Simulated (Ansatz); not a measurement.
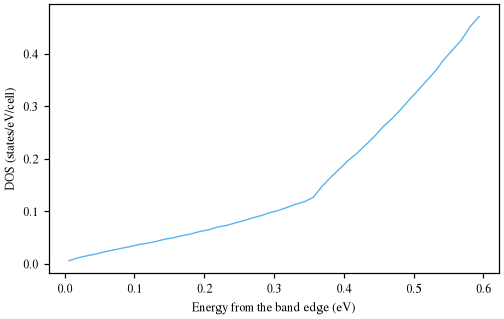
*Density of states of ZnSnP₂ (P-4m2) above the conduction band minimum, PBEsol, rigid bands (Ansatz, a quantum-chemistry and plane-wave program); cell volume 89.0 Å³.*

Task: What effective density of states at 300 K does this give (∫ g(E) exp(−E/k_BT) dE, both spins, divided by the cell's size)?

Result: 3.7e18 cm⁻³, a density-of-states mass of 0.28 mₑ, valleys and band degeneracy included.

Spin-orbit coupling is left out. Geometry: cell and atoms relaxed with PBEsol.

Computed structure, not matched to a measured one here, so possibly hypothetical: ZnSnP2 (P-4m2).
